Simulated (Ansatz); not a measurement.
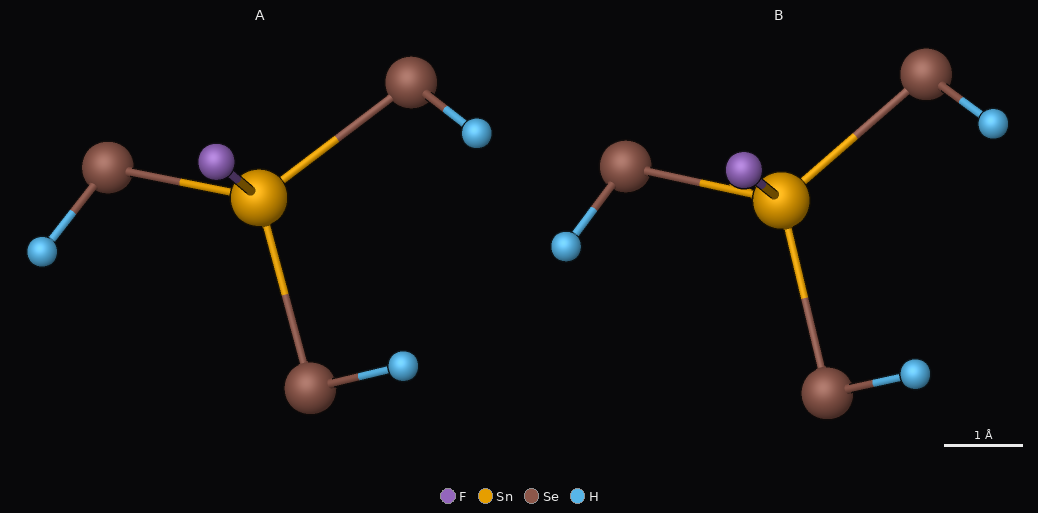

Two geometries of SnH3Se3F (coarse preliminary run), drawn at one scale. One is the start of a relaxation, the other its converged end. A ball-and-stick model, seen at a tilt.

Level of theory: RKS PBE-D4/def2-SVP (Ansatz). Set-up: force threshold 0.03 eV/Å; at most 200 steps.

Question: Which geometry has the lower energy?

Answer: Structure B is the relaxed one. The start comes from a force field. The energy falls by 0.197 eV in 3 geometry steps. The largest force component goes from 1.6 to 0.029 eV/Å. The atom that moves furthest after the best rigid fit is the F atom (0.15 Å). By element the largest moves are F 0.15 Å, H 0.14 Å, Se 0.12 Å, Sn 0.09 Å. Among the contacts that change: H–Se 1.583 → 1.488 Å, H–Se 1.553 → 1.488 Å, F–Sn 1.921 → 1.968 Å, Se–Sn 2.519 → 2.548 Å. Bond angles that change, for instance: F–Sn–Se 112.3° → 105.0°, Se–Sn–Se 109.8° → 116.6°, F–Sn–Se 109.5° → 106.6°. The run took 12 s on 4 threads of Arm Neoverse V2, on a shared host.
